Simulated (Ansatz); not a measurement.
**BS+ (triplet): correlated methods under varied settings at distance B1–S2 = 1.873 Å**

What do other methods and options give for BS+ (triplet) at this geometry, and how long do they take?

The runs use Ansatz 0.2.0, Gaussian basis; the settings change from run to run.

13 further runs of the same task are left out: 1 for a mislabelled method, 10 that didn't finish, 2 set aside as unsound or not needed.

## Step 1: The system

The geometry derives from a PBE0/def2-TZVP stationary point (not a proven minimum). One bond is set to the value named and the two fragments are kept rigid.

2 atoms, charge 1, spin multiplicity 3.

Atoms are counted from 1 here; the program's logs count them from 0.

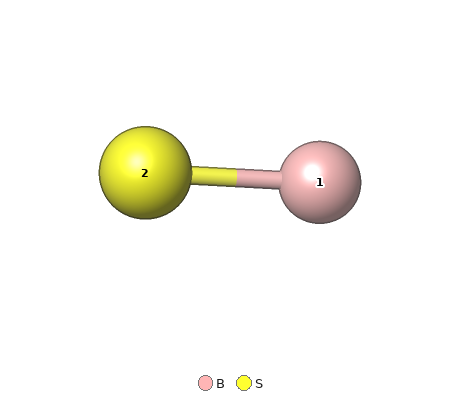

The structure; boron pink, sulfur yellow; atoms are numbered from 1 in the order of the file.

## Step 2: CCSDT(Q)/B on ROHF/6-31G*

Input file in.yaml:

```yaml
crystal:
  periodic: [false, false, false]
  atoms:
    - {symbol: B, position_ang: [0.000000, 0.000000, 0.000000]}
    - {symbol: S, position_ang: [0.000000, 0.000000, 1.873000]}
basis:
  gaussian: {orbitals: "6-31G*"}
total_charge: 1
magnetization: {spin_polarized: false, initial_magnetization: 2}
correlation: {method: ccsdt_q_b, electrons: valence}
```

On the command line:

```
$ ansatz run in.yaml --threads 1 --pin off --events-out ev --progress --plain --max-ram 2393MiB
```

Log, shortened:

```text
Functional definition: HF
  name "HF"
  cite "Fock, Z. Phys. 61, 126 (1930) doi:10.1007/BF01340294"
  parent pbe
[...]
536 factors; integrals over basis functions are off by at most 8.7e-8 eV
[...]
mean field -11476.92445617 eV, -421.7691944254 hartree, gradient 6.3e-6 eV, S^2 2.000000; 6 other end points of the search recorded, 0 dependent functions left out
[...]
determinant -11476.92445617 eV, -421.7691944254 hartree, with singles and doubles -11481.49259100 eV, -421.9370702840 hartree
determinant -11475.41715519 eV, -421.7138021360 hartree, with singles and doubles -11480.21129973 eV, -421.8899836984 hartree
6 core orbitals not correlated: weight in the atoms' cores, before any rotation towards them, 1.000 or more for the frozen orbitals, at most 0.000 for the correlated occupied ones
reference -11476.92445617 eV, -421.7691944254 hartree; 5, 3 occupied and 23, 25 virtual orbitals, 536 factors
second order -3.73274195 eV of doubles, -0.08047028 eV of singles
cycle   1  -4.22295050 eV  change   -4.1e-1 eV  update   1.1e-1
[...]
cycle  23  -4.85993343 eV  change   -6.6e-7 eV  update   3.4e-7
perturbative correction -0.00986934 eV, -0.0003626915 hartree
Total energy: -11481.79425894 eV, -421.9481563763 hartree
```

Run time: 7.5 s. Hardware: 1 thread of Arm Neoverse V1, shared host.

From the report: correlation -4.8698 eV; T1 0.046; largest double amplitude 0.10.

## Step 3: NEVPT4(SD)(2,4)/6-31G

Input file in.yaml:

```yaml
crystal:
  periodic: [false, false, false]
  atoms:
    - {symbol: B, position_ang: [0.000000, 0.000000, 0.000000]}
    - {symbol: S, position_ang: [0.000000, 0.000000, 1.873000]}
basis:
  gaussian: {orbitals: 6-31G}
total_charge: 1
magnetization: {spin_polarized: false, initial_magnetization: 2}
correlation: {method: fic_nevpt4_sd, electrons: outside_noble_gas, active_space: {window: {electrons: 2, orbitals: 4}}}
```

The command is unchanged.

Log:

```text
Functional definition: HF
  name "HF"
  cite "Fock, Z. Phys. 61, 126 (1930) doi:10.1007/BF01340294"
  parent pbe
  exchange = exact_x
  correlation = 0
266 factors; integrals over basis functions are off by at most 1.5e-4 eV
mean field evaluation 1: about -11473.9984 eV, gradient 1.6e1 eV
mean field evaluation 2: about -11474.0524 eV, gradient 1.6e1 eV
mean field evaluation 4: about -11475.8248 eV, gradient 2.5e0 eV
mean field evaluation 8: about -11476.0233 eV, gradient 2.2e-1 eV
mean field evaluation 16: about -11471.1891 eV, gradient 2.5e1 eV
mean field evaluation 32: about -11476.0240 eV, gradient 1.2e-5 eV
mean field evaluation 64: about -11475.9992 eV, gradient 6.8e-1 eV
mean field -11476.02397363 eV, -421.7361023024 hartree, gradient 2.7e-6 eV, S^2 2.000000; 6 other end points of the search recorded, 0 dependent functions left out
reference -11476.02397363 eV, -421.7361023024 hartree; 11, 9 occupied and 11, 13 virtual orbitals, 266 factors
state -11476.08285658 eV, -421.7382662109 hartree
state -11476.08285658 eV, -421.7382662109 hartree; corrected -11478.40747498 eV, -421.8236943616 hartree
Total energy: -11478.40747498 eV, -421.8236943616 hartree
```

It took 0.96 s on 1 thread of Arm Neoverse V1, shared host.

From the report: 8 determinants; active occupations 1.00, 1.00, 0.00, 0.00.

## Step 4: CCSD(T) on UHF/cc-pVTZ

Input file in.yaml:

```yaml
crystal:
  periodic: [false, false, false]
  atoms:
    - {symbol: B, position_ang: [0.000000, 0.000000, 0.000000]}
    - {symbol: S, position_ang: [0.000000, 0.000000, 1.873000]}
basis:
  gaussian: {orbitals: cc-pVTZ}
total_charge: 1
magnetization: {spin_polarized: true, initial_magnetization: 2}
correlation: {method: ccsd_t, electrons: outside_noble_gas}
scf: {omitted_lower_state_checks: [cluster_reference]}
output: {forces: true}
```

Launched as before.

Log, shortened:

```text
Functional definition: HF
  name "HF"
  cite "Fock, Z. Phys. 61, 126 (1930) doi:10.1007/BF01340294"
  parent pbe
[...]
377 factors; integrals over basis functions are off by at most 1.4e-3 eV
[...]
mean field -11478.24590970 eV, -421.8177569468 hartree, gradient 1.1e-6 eV, S^2 2.020002; 9 other end points of the search recorded, 0 dependent functions left out
6 core orbitals not correlated: weight in the atoms' cores, before any rotation towards them, 1.000 or more for the frozen orbitals, at most 0.000 for the correlated occupied ones
reference -11478.24590970 eV, -421.8177569468 hartree; 5, 3 occupied and 53, 55 virtual orbitals, 377 factors
second order -4.83289798 eV of doubles, -0.00000000 eV of singles
cycle   1  -5.29975440 eV  change   -4.7e-1 eV  update   8.5e-2
[...]
cycle  16  -5.63060399 eV  change   -5.4e-7 eV  update   5.5e-7
perturbative correction -0.33261000 eV, -0.0122231920 hartree
[...]
Total energy: -11484.20912369 eV, -422.0369010190 hartree
Atom 0 at     0.000000     0.000000     0.000000 Å, force    -0.000000    -0.000000     2.673205 eV/Å
Atom 1 at     0.000000     0.000000     1.873000 Å, force     0.000000     0.000000    -2.673205 eV/Å
Dipole moment:    -0.000000     0.000000    -0.580080 e Å
Checks for a lower state left out: cluster_reference
```

Wall time 7 s (1 thread of Arm Neoverse V1, shared host).

From the report: ⟨S²⟩ of the determinant 2.020 (pure triplet: 2.00); correlation -5.9632 eV; T1 0.033; largest double amplitude 0.07.

## Step 5: NEVPT2(4,10)/cc-pVDZ

Input file in.yaml:

```yaml
crystal:
  periodic: [false, false, false]
  atoms:
    - {symbol: B, position_ang: [0.000000, 0.000000, 0.000000]}
    - {symbol: S, position_ang: [0.000000, 0.000000, 1.873000]}
basis:
  gaussian: {orbitals: cc-pVDZ, point_charges: [{charge: 1.00, position_ang: [3.038, 0.766, -0.079]}]}
total_charge: 1
magnetization: {spin_polarized: false, initial_magnetization: 2}
correlation: {method: sc_nevpt2, electrons: outside_noble_gas, active_space: {window: {electrons: 4, orbitals: 10}, states: [{multiplicity: 3, weights: [0.5, 1, 1]}]}}
accuracy: high
output: {forces: true}
```

Launched as before.

Log, shortened:

```text
Functional definition: HF
  name "HF"
  cite "Fock, Z. Phys. 61, 126 (1930) doi:10.1007/BF01340294"
  parent pbe
[...]
619 factors; integrals over basis functions are off by at most 3.9e-9 eV
[...]
mean field -11473.53078077 eV, -421.6444791547 hartree, gradient 2.6e-8 eV, S^2 2.000000; 7 other end points of the search recorded, 0 dependent functions left out
reference -11473.53078077 eV, -421.6444791547 hartree; 11, 9 occupied and 21, 23 virtual orbitals, 619 factors
state -11474.53753900 eV, -421.6814768373 hartree
state -11474.31603373 eV, -421.6733366687 hartree
state -11473.42171734 eV, -421.6404711477 hartree
state -11474.53753900 eV, -421.6814768373 hartree; corrected -11477.66024750 eV, -421.7962342579 hartree
state -11474.31603373 eV, -421.6733366687 hartree; corrected -11477.41529119 eV, -421.7872322797 hartree
state -11473.42171734 eV, -421.6404711477 hartree; corrected -11476.31948902 eV, -421.7469622927 hartree
[...]
WARN: the results are in doubt because close orbitals or states may skew the forces
Total energy: -11477.02596158 eV, -421.7729246806 hartree
Atom 0 at     0.000000     0.000000     0.000000 Å, force    -0.403129    -0.101645     0.542120 eV/Å
Atom 1 at     0.000000     0.000000     1.873000 Å, force    -0.520128    -0.131145    -0.197440 eV/Å
Dipole moment:    -0.217740    -0.054901    -0.249242 e Å
In doubt: close orbitals or states may skew the forces
```

It took 20 s on 1 thread of Arm Neoverse V1, shared host.

From the report: 2,025 determinants; active occupations (of the averaged states) 1.35, 1.32, 1.16, 0.07, 0.07, 0.03, 0.00, 0.00, 0.00, 0.00. Mind the lines of doubt at the end of the log.

## Step 6: All runs side by side

Where basis and cores are those of an earlier UCCSDT(Q)/cc-pVTZ run (-11484.2897 eV), and the state is the same kind, the miss against it is given. † marks a result that the program doubts.

| level | correlated | functions | energy (eV) | from UCCSDT(Q) (meV) | time |
| --- | --- | --- | --- | --- | --- |
| CCSDT(Q)/B on ROHF/6-31G* | valence | 34 | -11481.7943 |  | 7.5 s |
| NEVPT4(SD)(2,4)/6-31G | outside noble gas | 22 | -11478.4075 |  | 0.96 s |
| CCSD(T) on UHF/cc-pVTZ | outside noble gas | 64 | -11484.2091 | 80.6 | 7 s |
| NEVPT2(4,10)/cc-pVDZ (mean of several states, beside a point charge) † | outside noble gas | 32 | -11477.0260 |  | 20 s |

## Step 7: Results

```
quantity                                                                         value
    runs                                                                             4
quickest                                                 NEVPT4(SD)(2,4)/6-31G, 0.96 s
 slowest  NEVPT2(4,10)/cc-pVDZ (mean of several states, beside a point charge) †, 20 s
```

What this shows: Total energies in different bases, with other cores or another treatment of relativity can't be set against each other. NEVPT2(4,10)/cc-pVDZ (mean of several states, beside a point charge) † took 21 times as long as NEVPT4(SD)(2,4)/6-31G; the jobs differ in more than the method.
